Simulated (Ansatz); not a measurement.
**AlF$_{3}$ (SMILES [F][Al]([F])[F]): density, localisation and related maps**

```xyz
4

Al   -0.7688    0.4075    0.1042
F    -2.2395    0.7604    0.7156
F    -0.6432   -0.4913   -1.2514
F     0.5764    0.9535    0.8484
```

Geometry: r2SCAN-D4/def2-TZVP.

Level of theory: Ansatz, isolated molecule in a Gaussian basis; Kohn-Sham density functional theory, functional PBE0.

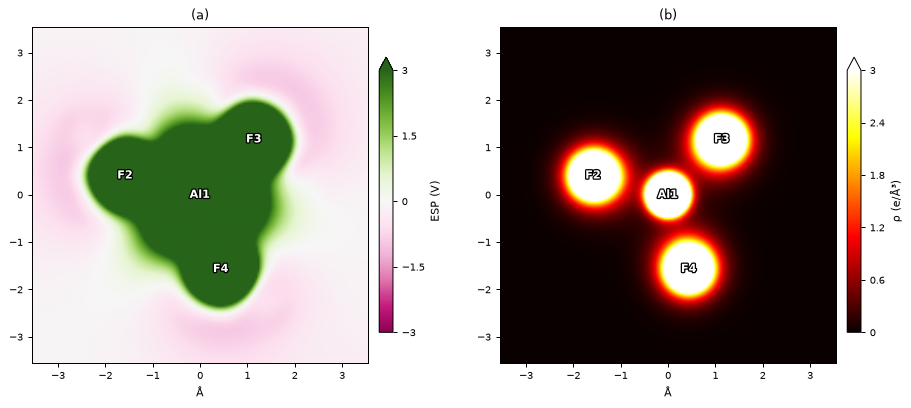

Figure 1. (a) molecular electrostatic potential; (b) total electron density on the molecular plane.

### Describe what can be read from this map.

The plane passes through Al and F nuclei.
Al–F (1.63 Å): the density is about 0.95 e/Å³ at the midpoint.
Outside the dense part of the molecule the potential is most negative (−0.9 V) near F2, F3 and F4.

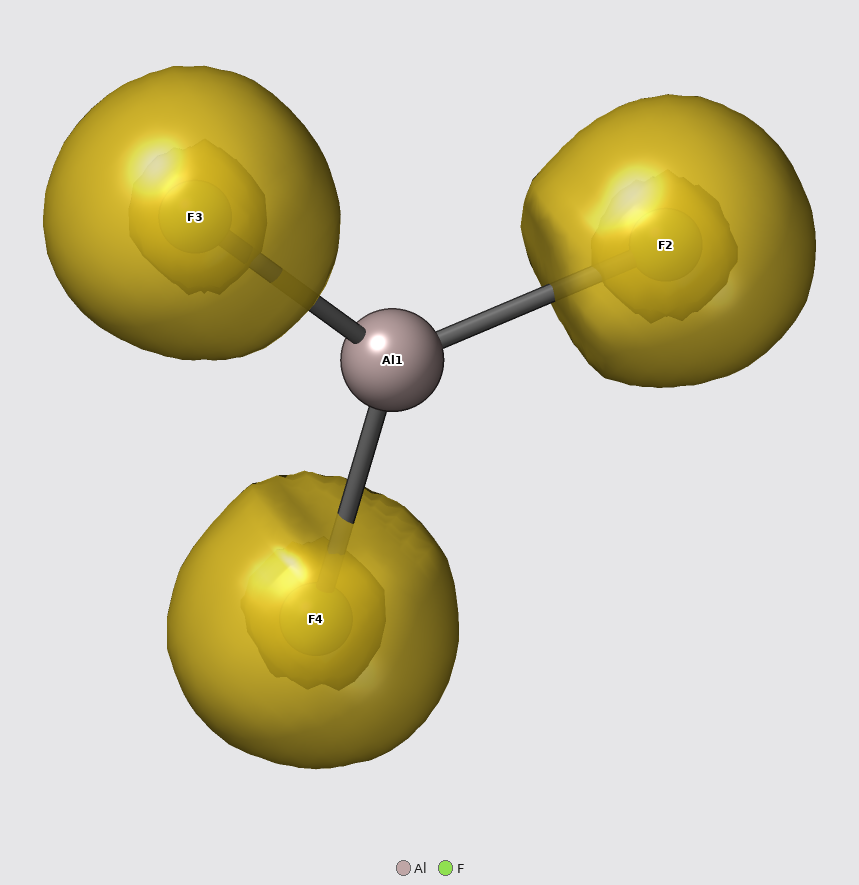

Figure 2. Isosurface of the electron localisation function at 0.75 (yellow), seen at a tilt. Core shells and regions of very low density are left out.

### Identify the bonds, lone pairs and shells in this picture.

The surface consists of three regions wrapped around F (the valence shell of each). Profiles from the grid: Al–F (1.63 Å): the ELF peaks at about 0.85 in the valence shell of F, 0.6 Å from its nucleus, and is about 0.35 at the midpoint.

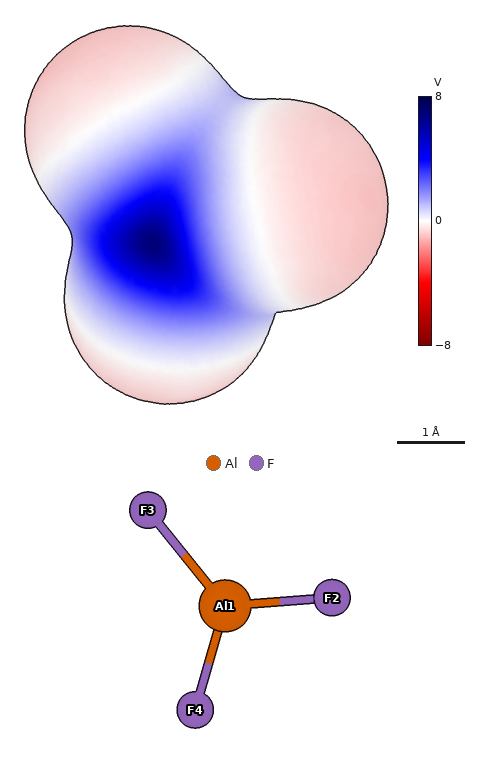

Figure 3. The molecular electrostatic potential painted on the density surface at 0.002 e/bohr³, seen at a tilt; red is negative and blue positive. The bare structure is drawn below in the same view.

### Describe the electrostatic potential map.

The most negative region (about −0.9 V) lies over F2, F3 and F4, the most positive (about +6.7 V) over Al1.
